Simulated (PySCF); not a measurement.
# PBE/cc-pVTZ run of BrF (SMILES FBr)

Aim: the vertical ionisation energy of BrF at PBE/cc-pVTZ, from 2 runs. The job is set up through a Python script.

Program for the calculation: PySCF 2.14.0.

7 further runs of the same task are left out: 7 set aside as unsound or not needed.

## Step 1: The structure to begin with

The species is BrF (2 atoms), meant as a singlet with charge 0. As SMILES, `FBr`. Geometry: relaxed at GFN2-xTB.

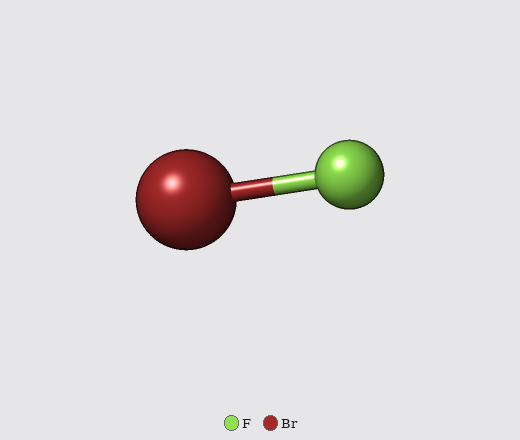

Viewed from a chosen angle; fluorine green, bromine red.

## Step 2: A single-point energy at PBE/cc-pVTZ

The input, job.py:

```python
from pyscf import gto, dft

mol = gto.M(
    atom='''
F        0.000000       0.000000       0.000000
Br       0.000000       0.000000       1.799940
''',
    charge=0,
    max_memory=1860,
    basis='cc-pvtz',
    verbose=3,
)

mf = dft.RKS(mol)
mf.xc = 'pbe'
mf.conv_tol = 1e-10
mf.grids.level = 5
mf.kernel()
if not mf.converged:
    mf = mf.newton().run(mf.mo_coeff, mf.mo_occ)

etot = mf.e_tot
print('E = %.10f Eh' % etot)
```

Command:

```sh
$ OMP_NUM_THREADS=1 python job.py
```

Log:

```text
converged SCF energy = -2673.54276071473
E = -2673.5427607147 Eh
```

Wall time 5.1 s (1 thread of Intel Xeon 6975P-C (Granite Rapids), shared host); peak memory 0.34 GiB.

## Step 3: The doublet cation

The input, input.py:

```python
from pyscf import gto, dft

mol = gto.Mole()
mol.atom = '''
F      0.000000     0.000000     0.000000
Br     0.000000     0.000000     1.799940
'''
mol.charge = 1
mol.max_memory = 1860
mol.spin = 1
mol.basis = 'cc-pvtz'
mol.verbose = 3
mol.build()

mf = dft.UKS(mol, xc='pbe')
mf.conv_tol = 1e-10
mf.grids.level = 5
mf.kernel()
if not mf.converged:
    mf = mf.newton().run(mf.mo_coeff, mf.mo_occ)

etot = mf.e_tot
print('Final energy', etot)
```

Command:

```sh
$ OMP_NUM_THREADS=1 python input.py
```

Log:

```text
WARN: HOMO -0.626243890264242 >= LUMO -0.625567085453904

converged SCF energy = -2673.11520159408  <S^2> = 0.75178338  2S+1 = 2.0017826
Final energy -2673.115201594075
```

Run time: 8.4 s. Hardware: 1 thread of Intel Xeon 6975P-C (Granite Rapids), shared host; peak memory 0.35 GiB.

## Step 4: Results

Level: PBE/cc-pVTZ.

| quantity | value |
| --- | --- |
| singlet BrF: total energy | -2673.54276 Eh |
| singlet BrF: dipole moment | 1.35 D |
| singlet BrF: HOMO energy | -7.40 eV |
| singlet BrF: LUMO energy | -4.76 eV |
| singlet BrF: HOMO–LUMO gap | 2.63 eV |
| doublet cation: total energy | -2673.11520 Eh |
| doublet cation: HOMO energy (highest over α and β) | -16.03 eV |
| doublet cation: LUMO energy (lowest over α and β) | -15.89 eV |
| doublet cation: ⟨S²⟩ | 0.752 |
| vertical ionisation energy (to the doublet cation) | 11.634 eV |

Removing an electron at fixed nuclei costs 11.63 eV (268 kcal/mol). The negative HOMO energy of the first species, 7.40 eV, lies 4.24 eV below that difference.
